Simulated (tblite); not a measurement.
**Run report: CH7GeNS, geometry relaxation**

CH7GeNS, computed with GFN2-xTB geometry optimisation, gas phase (tblite 0.8.0).

It belongs to a series of runs on one base structure; here: H on Ge replaced by NH2.

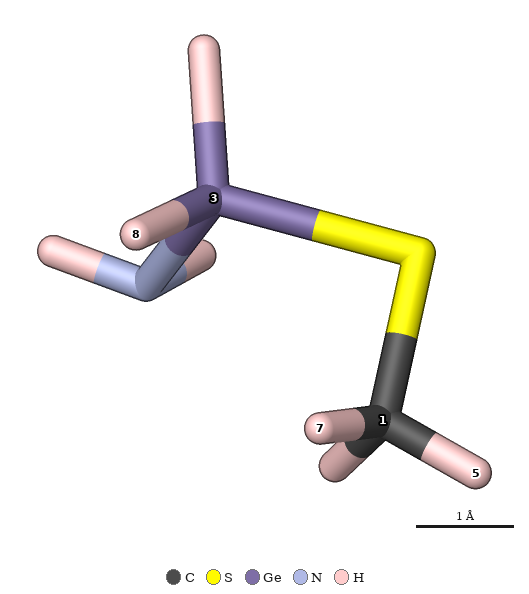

Figure 1. The input geometry (stick view, seen at a tilt; atoms are numbered from 1 in the order of the input). Sticks mark near contacts. Bond lengths as drawn: C–H 1.10 to 1.12 Å, C–S 1.81 Å, Ge–H 1.55 to 1.56 Å, Ge–N 1.86 Å, Ge–S 2.23 Å and H–N 1.03 to 1.05 Å.

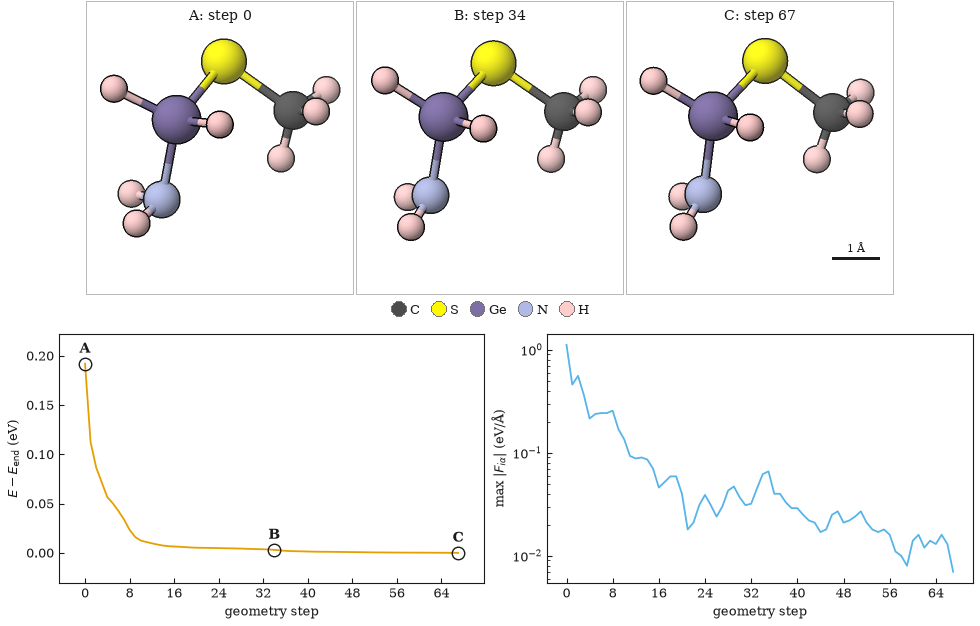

Figure 2. Frames of the relaxation (ball-and-stick view, seen at a tilt) above the curves, on which the letters mark them (steps are counted from 0).

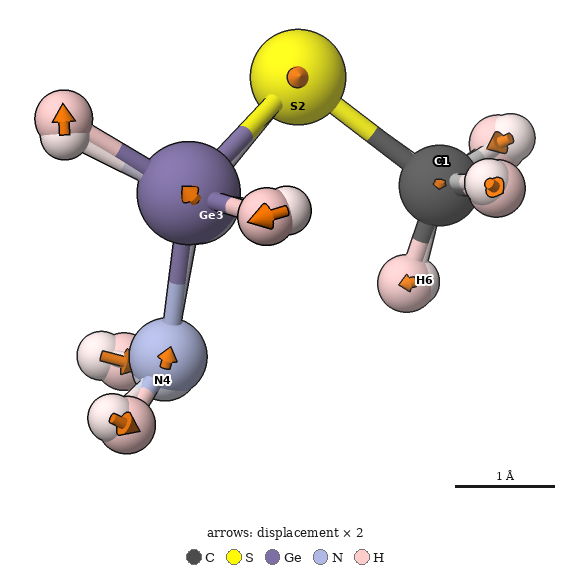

Figure 3. Start (faint) and end (solid) with the displacements as orange arrows, magnified 2 times (ball-and-stick view, seen at a tilt). The two geometries are laid on each other by the best rigid fit. The atom that moves furthest after the best rigid fit is H11 (0.24 Å). By element the largest moves are H 0.24 Å, S 0.13 Å, Ge 0.13 Å, N 0.12 Å, C 0.05 Å. Among the contacts that change: Ge3–H8 1.556 → 1.510 Å, N4–H11 1.055 → 1.012 Å, C1–H5 1.121 → 1.085 Å, Ge3–N4 1.858 → 1.822 Å. Among the angles that change: Ge3–N4–H11 106.2° → 116.3°, Ge3–N4–H10 107.0° → 116.5°, N4–Ge3–H9 109.8° → 116.3°. The energy falls by 0.192 eV in 67 geometry steps. Largest force component: 1.1 eV/Å at the start, 0.007 eV/Å at the end. (Atoms are counted from 1 in the order of the input.)

These pictures come from the run below.

### Input file
```
{"job": {"kind": "relax", "xc": "GFN2-xTB", "basis": "xTB"}, "charge": 0, "multiplicity": 1}
C     -1.888300    -0.213200     0.138500
S     -0.825800     0.255200     1.521100
Ge     0.925600     0.717500     0.224900
N      1.478300    -0.819900    -0.659300
H     -2.894900    -0.498200     0.540300
H     -1.470900    -1.075800    -0.409300
H     -2.017200     0.653200    -0.555100
H      0.510700     1.790100    -0.823200
H      2.082300     1.270200     1.088400
H      2.334300    -0.575200    -1.182700
H      1.771400    -1.501300     0.090400
```

The first line tells a small driver script what to run in tblite; the rest is the geometry in Å.

Command:
```bash
OMP_NUM_THREADS=1 python <driver script> task.json out
```

### What the program printed
```
step      E/eV     max force
  0    -375.86994    1.325
  1    -375.94954    0.592
  2    -375.97517    0.610
  3    -375.99026    0.399
  4    -376.00526    0.271
  5    -376.01162    0.321
  6    -376.01939    0.340
  7    -376.02802    0.312
  8    -376.03844    0.308
  9    -376.04575    0.238
 10    -376.04934    0.135
 11    -376.05083    0.104
 12    -376.05216    0.100
 13    -376.05340    0.110
 14    -376.05441    0.109
 15    -376.05506    0.071
 16    -376.05541    0.057
 17    -376.05569    0.056
 18    -376.05602    0.074
 19    -376.05638    0.076
 20    -376.05662    0.046
 21    -376.05673    0.025
 22    -376.05680    0.025
 23    -376.05689    0.044
 24    -376.05702    0.051
 25    -376.05715    0.035
 26    -376.05726    0.025
 27    -376.05736    0.033
 28    -376.05751    0.052
 29    -376.05771    0.055
 30    -376.05792    0.042
 31    -376.05808    0.034
 32    -376.05822    0.036
 33    -376.05843    0.061
 34    -376.05880    0.076
 35    -376.05932    0.083
 36    -376.05981    0.062
 37    -376.06007    0.040
 38    -376.06020    0.036
 39    -376.06032    0.035
 40    -376.06048    0.047
 41    -376.06061    0.037
 42    -376.06069    0.024
 43    -376.06074    0.023
 44    -376.06079    0.021
 45    -376.06086    0.026
 46    -376.06094    0.032
 47    -376.06101    0.034
 48    -376.06107    0.024
 49    -376.06113    0.023
 50    -376.06122    0.027
 51    -376.06130    0.030
 52    -376.06137    0.023
 53    -376.06141    0.018
 54    -376.06146    0.021
 55    -376.06151    0.022
 56    -376.06156    0.021
 57    -376.06158    0.011
 58    -376.06160    0.011
 59    -376.06161    0.011
 60    -376.06163    0.018
 61    -376.06166    0.020
 62    -376.06169    0.014
 63    -376.06172    0.015
 64    -376.06174    0.016
 65    -376.06178    0.019
 66    -376.06180    0.016
 67    -376.06182    0.007
```

### Trajectory as extended XYZ (Å, eV, eV/Å), 20 of the 68 frames kept, from step=0 to step=67
```
11
Properties=species:S:1:pos:R:3:forces:R:3 step=0 energy=-375.86994
C    -1.8883   -0.2132    0.1385   -1.1160  -0.1240  -0.6640
S    -0.8258    0.2552    1.5211    0.3520   0.0200  -0.1260
Ge    0.9256    0.7175    0.2249    0.0270   0.3960   0.1640
N     1.4783   -0.8199   -0.6593    0.8640  -0.1960   0.8390
H    -2.8949   -0.4982    0.5403    0.9390   0.2900  -0.2570
H    -1.4709   -1.0758   -0.4093   -0.1440   0.4410   0.2780
H    -2.0172    0.6532   -0.5551    0.0970  -0.6760   0.5080
H     0.5107    1.7901   -0.8232    0.1790  -0.4120   0.2440
H     2.0823    1.2702    1.0884   -0.2780   0.0080  -0.1340
H     2.3343   -0.5752   -1.1827   -0.5830  -0.4070   0.2460
H     1.7714   -1.5013    0.0904   -0.3370   0.6610  -1.0980
11
Properties=species:S:1:pos:R:3:forces:R:3 step=4 energy=-376.00526
C    -1.9124   -0.2186    0.1188    0.1550   0.0480   0.1480
S    -0.8077    0.2511    1.4952    0.0030  -0.0320   0.0470
Ge    0.9336    0.7412    0.2405    0.0440   0.0340   0.1250
N     1.4952   -0.7771   -0.6152    0.0910   0.0060   0.0090
H    -2.8676   -0.4874    0.5399   -0.1540  -0.0420   0.1360
H    -1.4789   -1.0579   -0.4011    0.0450  -0.2060  -0.1620
H    -2.0198    0.6275   -0.5420   -0.0870   0.1630  -0.1970
H     0.5295    1.7506   -0.8052    0.0580  -0.0550  -0.0880
H     2.0571    1.2798    1.0824    0.0150   0.2150   0.1650
H     2.3142   -0.6079   -1.1847   -0.0510  -0.0350  -0.1450
H     1.7622   -1.4987    0.0456   -0.1180  -0.0970  -0.0370
11
Properties=species:S:1:pos:R:3:forces:R:3 step=7 energy=-376.02802
C    -1.9051   -0.2179    0.1208   -0.1950  -0.0650  -0.2180
S    -0.7999    0.2445    1.4913   -0.0350  -0.0140   0.1140
Ge    0.9457    0.7538    0.2629    0.0880  -0.0470  -0.0150
N     1.5074   -0.7519   -0.5966    0.0670  -0.1680  -0.0440
H    -2.8700   -0.4866    0.5562    0.2430   0.0480  -0.0610
H    -1.4811   -1.0698   -0.4146   -0.1120   0.1410   0.0790
H    -2.0320    0.6311   -0.5574    0.0200  -0.1780   0.1350
H     0.5464    1.7254   -0.8106    0.0240   0.0440  -0.1110
H     2.0486    1.3171    1.1055    0.0650   0.2210   0.2100
H     2.3020   -0.6264   -1.2089   -0.0600   0.0430  -0.0720
H     1.7435   -1.5167    0.0254   -0.1040  -0.0250  -0.0160
11
Properties=species:S:1:pos:R:3:forces:R:3 step=11 energy=-376.05083
C    -1.9078   -0.2223    0.1101    0.0580   0.0060   0.0830
S    -0.7966    0.2337    1.4904    0.0420   0.0180  -0.0930
Ge    0.9749    0.7629    0.2863    0.0350  -0.0020  -0.0390
N     1.5255   -0.7404   -0.5815   -0.0860  -0.0180  -0.0250
H    -2.8522   -0.4838    0.5702   -0.0660  -0.0450  -0.0080
H    -1.4967   -1.0717   -0.4244    0.0030  -0.0280  -0.0070
H    -2.0441    0.6192   -0.5624    0.0320   0.0350   0.0210
H     0.5733    1.7000   -0.8299    0.0550   0.0240   0.0190
H     2.0422    1.3941    1.1622   -0.0810   0.0360   0.0180
H     2.2785   -0.6431   -1.2469   -0.0110   0.0120   0.0310
H     1.7085   -1.5461   -0.0001    0.0210  -0.0380  -0.0010
11
Properties=species:S:1:pos:R:3:forces:R:3 step=14 energy=-376.05441
C    -1.9055   -0.2238    0.1156   -0.0340  -0.0210  -0.0470
S    -0.7899    0.2359    1.4798    0.0630   0.0250   0.0860
Ge    0.9837    0.7626    0.2811   -0.0340   0.0200   0.0130
N     1.5158   -0.7476   -0.5854   -0.0020  -0.0190  -0.0090
H    -2.8543   -0.4891    0.5680   -0.0110  -0.0060   0.0230
H    -1.4997   -1.0722   -0.4237    0.0310  -0.0470  -0.0190
H    -2.0391    0.6190   -0.5552   -0.0030   0.0400  -0.0110
H     0.5850    1.7034   -0.8306    0.0560   0.0260  -0.0140
H     2.0296    1.4091    1.1729   -0.0570  -0.0080  -0.0100
H     2.2730   -0.6418   -1.2450   -0.0060  -0.0180   0.0050
H     1.7070   -1.5529   -0.0033   -0.0030   0.0090  -0.0190
11
Properties=species:S:1:pos:R:3:forces:R:3 step=18 energy=-376.05602
C    -1.9058   -0.2268    0.1139    0.0440   0.0120   0.0450
S    -0.7835    0.2376    1.4832   -0.0590  -0.0220  -0.0390
Ge    0.9834    0.7643    0.2801   -0.0180  -0.0100  -0.0140
N     1.5117   -0.7494   -0.5866   -0.0010   0.0210   0.0010
H    -2.8533   -0.4915    0.5707    0.0160  -0.0010   0.0030
H    -1.4980   -1.0766   -0.4251    0.0050   0.0190   0.0110
H    -2.0380    0.6213   -0.5525   -0.0010  -0.0210   0.0060
H     0.6018    1.7079   -0.8343    0.0300   0.0190  -0.0170
H     2.0147    1.4179    1.1791   -0.0070  -0.0140   0.0050
H     2.2687   -0.6455   -1.2462    0.0040  -0.0020  -0.0150
H     1.7037   -1.5565   -0.0084   -0.0140  -0.0020   0.0130
11
Properties=species:S:1:pos:R:3:forces:R:3 step=21 energy=-376.05673
C    -1.9029   -0.2277    0.1161   -0.0060   0.0000   0.0110
S    -0.7865    0.2366    1.4838    0.0120   0.0090  -0.0130
Ge    0.9789    0.7641    0.2773    0.0070   0.0130  -0.0010
N     1.5100   -0.7490   -0.5877    0.0030   0.0040  -0.0010
H    -2.8497   -0.4928    0.5726   -0.0170  -0.0180   0.0040
H    -1.4952   -1.0766   -0.4237    0.0110   0.0040   0.0030
H    -2.0373    0.6198   -0.5496   -0.0020  -0.0060  -0.0110
H     0.6157    1.7145   -0.8389    0.0060   0.0000  -0.0060
H     2.0049    1.4180    1.1814    0.0080  -0.0180   0.0110
H     2.2671   -0.6477   -1.2477   -0.0030   0.0070  -0.0090
H     1.7003   -1.5566   -0.0094   -0.0180   0.0050   0.0110
11
Properties=species:S:1:pos:R:3:forces:R:3 step=25 energy=-376.05715
C    -1.9040   -0.2289    0.1187   -0.0110  -0.0120  -0.0310
S    -0.7849    0.2393    1.4810    0.0000   0.0210   0.0200
Ge    0.9798    0.7675    0.2752    0.0130   0.0000  -0.0060
N     1.5099   -0.7464   -0.5878   -0.0130   0.0060  -0.0010
H    -2.8512   -0.4986    0.5744    0.0240   0.0010  -0.0090
H    -1.4910   -1.0750   -0.4216   -0.0040  -0.0120   0.0060
H    -2.0386    0.6162   -0.5509   -0.0210  -0.0050   0.0100
H     0.6251    1.7177   -0.8435    0.0030   0.0070   0.0000
H     2.0032    1.4130    1.1871    0.0140  -0.0060   0.0100
H     2.2649   -0.6477   -1.2511   -0.0070  -0.0140   0.0160
H     1.6924   -1.5546   -0.0074    0.0020   0.0140  -0.0160
11
Properties=species:S:1:pos:R:3:forces:R:3 step=28 energy=-376.05751
C    -1.9050   -0.2314    0.1180    0.0430   0.0080   0.0280
S    -0.7841    0.2453    1.4806   -0.0270   0.0130  -0.0380
Ge    0.9816    0.7713    0.2728   -0.0080   0.0110   0.0190
N     1.5071   -0.7429   -0.5885   -0.0220  -0.0030  -0.0120
H    -2.8495   -0.5044    0.5753    0.0040  -0.0060   0.0040
H    -1.4869   -1.0764   -0.4191   -0.0020  -0.0190  -0.0080
H    -2.0435    0.6126   -0.5510   -0.0200   0.0030  -0.0060
H     0.6359    1.7227   -0.8481    0.0020   0.0090   0.0120
H     2.0028    1.4070    1.1938    0.0170   0.0030   0.0000
H     2.2619   -0.6501   -1.2520    0.0070  -0.0050   0.0010
H     1.6852   -1.5511   -0.0078    0.0060  -0.0140   0.0000
11
Properties=species:S:1:pos:R:3:forces:R:3 step=32 energy=-376.05822
C    -1.9021   -0.2358    0.1185   -0.0280  -0.0070  -0.0210
S    -0.7873    0.2626    1.4735    0.0030   0.0180   0.0130
Ge    0.9850    0.7801    0.2717    0.0030  -0.0170   0.0010
N     1.4969   -0.7393   -0.5931    0.0070  -0.0110   0.0070
H    -2.8438   -0.5172    0.5773    0.0100  -0.0070   0.0230
H    -1.4798   -1.0817   -0.4153    0.0100   0.0190  -0.0080
H    -2.0575    0.6044   -0.5523    0.0070  -0.0190  -0.0200
H     0.6539    1.7350   -0.8519    0.0110   0.0110   0.0320
H     2.0098    1.3944    1.2054    0.0000   0.0100  -0.0230
H     2.2575   -0.6544   -1.2517   -0.0090   0.0120   0.0000
H     1.6728   -1.5454   -0.0081   -0.0110  -0.0100  -0.0020
11
Properties=species:S:1:pos:R:3:forces:R:3 step=35 energy=-376.05932
C    -1.9016   -0.2433    0.1173   -0.0420  -0.0070  -0.0430
S    -0.7945    0.2952    1.4614    0.0030   0.0070   0.0660
Ge    0.9895    0.7892    0.2728    0.0450  -0.0510  -0.0480
N     1.4822   -0.7375   -0.5985    0.0180   0.0160   0.0360
H    -2.8326   -0.5402    0.5901    0.0230   0.0030  -0.0210
H    -1.4651   -1.0843   -0.4137    0.0110   0.0160   0.0200
H    -2.0774    0.5856   -0.5627   -0.0120  -0.0200  -0.0020
H     0.6872    1.7580   -0.8456    0.0050   0.0130   0.0150
H     2.0200    1.3804    1.2147   -0.0060   0.0080  -0.0180
H     2.2481   -0.6569   -1.2530   -0.0370  -0.0020   0.0320
H     1.6497   -1.5435   -0.0089   -0.0070   0.0160  -0.0380
11
Properties=species:S:1:pos:R:3:forces:R:3 step=39 energy=-376.06032
C    -1.9014   -0.2517    0.1149    0.0200   0.0100   0.0180
S    -0.8020    0.3313    1.4518    0.0040  -0.0020  -0.0090
Ge    0.9983    0.7975    0.2707   -0.0200   0.0190   0.0220
N     1.4671   -0.7309   -0.5995   -0.0040  -0.0120  -0.0030
H    -2.8182   -0.5670    0.6008   -0.0160  -0.0070  -0.0240
H    -1.4455   -1.0864   -0.4079    0.0220  -0.0010   0.0170
H    -2.1037    0.5623   -0.5742   -0.0110   0.0080  -0.0010
H     0.7305    1.7850   -0.8396   -0.0020   0.0020  -0.0010
H     2.0277    1.3665    1.2261    0.0070   0.0060  -0.0080
H     2.2325   -0.6623   -1.2536    0.0070   0.0070  -0.0140
H     1.6201   -1.5418   -0.0154   -0.0060  -0.0290   0.0030
11
Properties=species:S:1:pos:R:3:forces:R:3 step=42 energy=-376.06069
C    -1.8996   -0.2520    0.1156   -0.0120  -0.0100  -0.0110
S    -0.8039    0.3406    1.4501   -0.0090   0.0110   0.0050
Ge    0.9996    0.8000    0.2720   -0.0120   0.0050   0.0080
N     1.4635   -0.7308   -0.5984   -0.0100   0.0000  -0.0070
H    -2.8161   -0.5748    0.5978    0.0000  -0.0050   0.0020
H    -1.4361   -1.0857   -0.4023    0.0180   0.0080   0.0010
H    -2.1130    0.5564   -0.5776    0.0220   0.0050   0.0090
H     0.7400    1.7924   -0.8364   -0.0040  -0.0090  -0.0040
H     2.0319    1.3650    1.2260    0.0070   0.0040   0.0030
H     2.2278   -0.6621   -1.2542    0.0030  -0.0030  -0.0020
H     1.6114   -1.5462   -0.0186   -0.0030  -0.0040  -0.0040
11
Properties=species:S:1:pos:R:3:forces:R:3 step=46 energy=-376.06094
C    -1.8996   -0.2536    0.1152    0.0250   0.0100   0.0170
S    -0.8090    0.3485    1.4511   -0.0060   0.0040   0.0050
Ge    0.9974    0.8010    0.2740    0.0150  -0.0140  -0.0040
N     1.4589   -0.7315   -0.5997   -0.0020   0.0070   0.0040
H    -2.8155   -0.5809    0.5955    0.0080  -0.0060  -0.0060
H    -1.4252   -1.0833   -0.3989   -0.0020  -0.0010  -0.0090
H    -2.1121    0.5549   -0.5775    0.0040   0.0000  -0.0060
H     0.7427    1.7945   -0.8351   -0.0070  -0.0120  -0.0030
H     2.0360    1.3641    1.2246   -0.0110  -0.0040  -0.0010
H     2.2255   -0.6620   -1.2535   -0.0140   0.0020   0.0100
H     1.6063   -1.5490   -0.0218   -0.0100   0.0150  -0.0080
11
Properties=species:S:1:pos:R:3:forces:R:3 step=49 energy=-376.06113
C    -1.8967   -0.2545    0.1163    0.0100   0.0040  -0.0060
S    -0.8126    0.3569    1.4519    0.0220   0.0060   0.0040
Ge    0.9987    0.8020    0.2757   -0.0180   0.0080   0.0090
N     1.4543   -0.7291   -0.5994   -0.0090  -0.0080  -0.0050
H    -2.8125   -0.5880    0.5932    0.0200   0.0020  -0.0040
H    -1.4160   -1.0815   -0.3968   -0.0030   0.0020  -0.0040
H    -2.1123    0.5521   -0.5781    0.0000  -0.0050  -0.0030
H     0.7475    1.7940   -0.8359   -0.0060  -0.0080   0.0030
H     2.0372    1.3636    1.2269   -0.0070  -0.0050   0.0010
H     2.2202   -0.6631   -1.2534    0.0030   0.0130  -0.0100
H     1.5975   -1.5498   -0.0264   -0.0120  -0.0090   0.0170
11
Properties=species:S:1:pos:R:3:forces:R:3 step=53 energy=-376.06141
C    -1.8896   -0.2549    0.1167    0.0000  -0.0020  -0.0100
S    -0.8154    0.3714    1.4538   -0.0010  -0.0160  -0.0080
Ge    0.9968    0.8036    0.2782    0.0070   0.0010  -0.0090
N     1.4445   -0.7286   -0.6010   -0.0060  -0.0010   0.0070
H    -2.8030   -0.5982    0.5904    0.0050   0.0080   0.0110
H    -1.4019   -1.0784   -0.3951    0.0180  -0.0010   0.0020
H    -2.1120    0.5470   -0.5806   -0.0010   0.0070  -0.0030
H     0.7522    1.7938   -0.8352   -0.0090   0.0080  -0.0020
H     2.0384    1.3593    1.2285    0.0010  -0.0010   0.0040
H     2.2126   -0.6611   -1.2530   -0.0110  -0.0030   0.0090
H     1.5828   -1.5512   -0.0288   -0.0010   0.0000  -0.0010
11
Properties=species:S:1:pos:R:3:forces:R:3 step=56 energy=-376.06156
C    -1.8860   -0.2555    0.1148    0.0130   0.0060   0.0160
S    -0.8158    0.3751    1.4535   -0.0040  -0.0080  -0.0050
Ge    0.9961    0.8053    0.2782    0.0120  -0.0020   0.0040
N     1.4383   -0.7287   -0.6006   -0.0020   0.0030   0.0040
H    -2.7969   -0.6014    0.5907   -0.0070  -0.0050  -0.0010
H    -1.3916   -1.0768   -0.3939    0.0010   0.0010  -0.0090
H    -2.1118    0.5458   -0.5821    0.0020   0.0000  -0.0060
H     0.7523    1.7948   -0.8355   -0.0060   0.0110  -0.0030
H     2.0386    1.3571    1.2300    0.0000   0.0010  -0.0030
H     2.2071   -0.6605   -1.2517   -0.0070  -0.0120   0.0040
H     1.5751   -1.5524   -0.0295    0.0000   0.0060  -0.0020
11
Properties=species:S:1:pos:R:3:forces:R:3 step=60 energy=-376.06163
C    -1.8833   -0.2557    0.1151   -0.0090  -0.0070  -0.0140
S    -0.8158    0.3770    1.4532    0.0070   0.0010   0.0090
Ge    0.9973    0.8068    0.2791   -0.0090   0.0070  -0.0070
N     1.4347   -0.7280   -0.5998    0.0010  -0.0010  -0.0010
H    -2.7941   -0.6043    0.5902    0.0060   0.0000  -0.0050
H    -1.3869   -1.0754   -0.3948   -0.0020   0.0010   0.0010
H    -2.1116    0.5439   -0.5835    0.0040   0.0000   0.0070
H     0.7517    1.7969   -0.8353    0.0020   0.0010   0.0090
H     2.0400    1.3567    1.2310    0.0050   0.0040  -0.0010
H     2.2030   -0.6627   -1.2513    0.0010  -0.0060  -0.0070
H     1.5702   -1.5524   -0.0298   -0.0040   0.0000   0.0090
11
Properties=species:S:1:pos:R:3:forces:R:3 step=63 energy=-376.06172
C    -1.8804   -0.2559    0.1146    0.0020  -0.0010  -0.0040
S    -0.8144    0.3754    1.4557   -0.0050  -0.0030  -0.0060
Ge    0.9959    0.8084    0.2789    0.0060  -0.0060  -0.0030
N     1.4313   -0.7285   -0.5990    0.0050   0.0020   0.0010
H    -2.7916   -0.6058    0.5874    0.0000  -0.0040  -0.0020
H    -1.3825   -1.0734   -0.3969    0.0020  -0.0120   0.0040
H    -2.1076    0.5441   -0.5835   -0.0010   0.0140   0.0060
H     0.7472    1.7999   -0.8337    0.0030  -0.0040   0.0070
H     2.0416    1.3575    1.2289    0.0000   0.0030  -0.0060
H     2.1994   -0.6668   -1.2513   -0.0040   0.0010  -0.0040
H     1.5667   -1.5520   -0.0271   -0.0090   0.0090   0.0070
11
Properties=species:S:1:pos:R:3:forces:R:3 step=67 energy=-376.06182
C    -1.8771   -0.2564    0.1131    0.0010   0.0010   0.0030
S    -0.8130    0.3721    1.4571   -0.0010  -0.0030  -0.0050
Ge    0.9960    0.8093    0.2791    0.0010  -0.0020   0.0070
N     1.4291   -0.7281   -0.5975   -0.0030   0.0000  -0.0010
H    -2.7888   -0.6080    0.5836   -0.0010   0.0000  -0.0010
H    -1.3785   -1.0734   -0.3988   -0.0010   0.0030  -0.0010
H    -2.1031    0.5471   -0.5816    0.0000  -0.0030   0.0010
H     0.7431    1.8013   -0.8310    0.0020   0.0000  -0.0030
H     2.0425    1.3609    1.2264    0.0010   0.0000  -0.0030
H     2.1945   -0.6719   -1.2533   -0.0010   0.0010   0.0010
H     1.5608   -1.5502   -0.0230    0.0000   0.0020   0.0010
```

### Summary

- outcome: converged
- total energy: −376.0618 eV
- hardware: 1 CPU thread, shared host
- peak memory: 0.18 GiB
